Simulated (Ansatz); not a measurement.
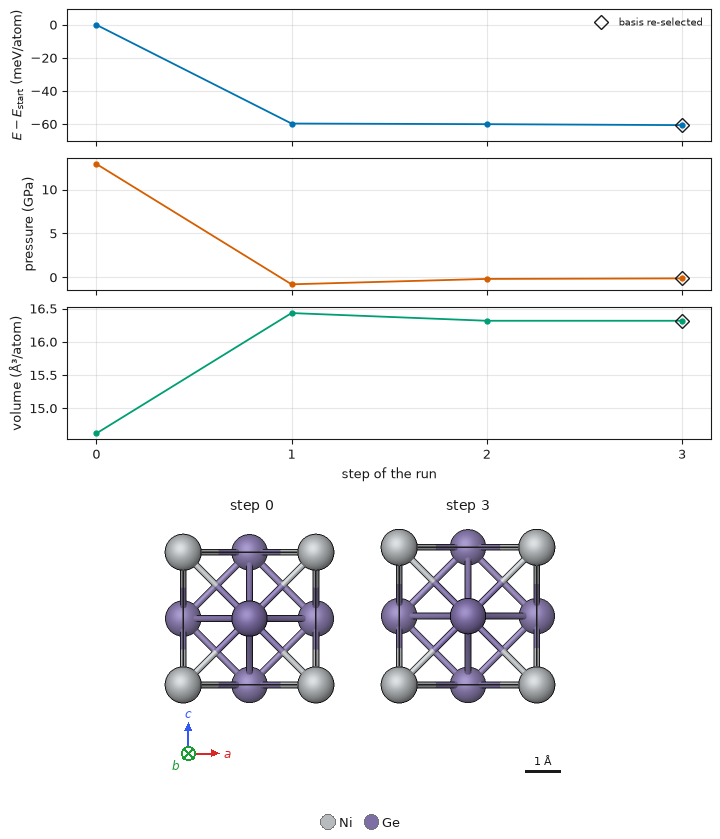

First and last geometry of a relaxation of crystalline NiGe$_{3}$ (a generated structure, set up in Pm-3m) (coarse preliminary run), with the history of the run. A ball-and-stick model of the cell of the calculation, seen along the b axis.

Level of theory: Ansatz 0.2.0, DFT PBE, scalar-relativistic, plane waves, PAW.

The input:
```yaml
crystal:
  lattice:
    - [3.88173292, 0.0, 0.0]
    - [0.0, 3.88173292, 0.0]
    - [0.0, 0.0, 3.88173292]
  atoms:
    - { symbol: Ni, position: [0.0, 0.0, 0.0], spin: 2.0 }
    - { symbol: Ge, position: [0.0, 0.5, 0.5] }
    - { symbol: Ge, position: [0.5, 0.0, 0.5] }
    - { symbol: Ge, position: [0.5, 0.5, 0.0] }
basis:
  ecutwfc: 420
kpoints:
  mp_grid: { grid: [4, 4, 4] }
hamiltonian:
  xc: pbe
scf:
  occupations: { method: gaussian, width: 0.1 }
  lower_state_search: "off"
output:
  forces: true
  stress: true
  eigenvalues: true
  populations: true
magnetization:
  spin_polarized: true
relax:
  adjacent_minimum: "off"
  f_tol: 0.04
  max_steps: 70
  cell: { stress_tol: 0.4 }
```

Launched with:
```bash
ansatz run input.yaml --threads 1 --pin off --max-ram 2560MiB --backend cpu --events-out ev --progress --plain --runs-dir out
```

Did the run converge, and what did it change?

Answer. It converged. The atoms keep their places relative to the cell (all moves are under 0.005 Å). Cell: a = b = c 3.882 → 4.026 Å (+3.7 %). Volume +11.6 %. Some distances before and after: Ni1–Ge2 2.745 → 2.847 Å, Ge2–Ge3 2.745 → 2.847 Å. The space group stays Pm-3m (No. 221). Over 2 accepted moves (3 points after the start) the energy falls by 60.6 meV per atom. All forces vanish by symmetry, so only the cell relaxes. The pressure goes from 12.92 to −0.11 GPa. At 1 point the geometry stayed and the basis and grid were re-selected for the new cell (energy shift of 0.6 meV per atom at most each time).

Limits of the set-up: the k-point mesh is coarse for a cell with partly filled bands.
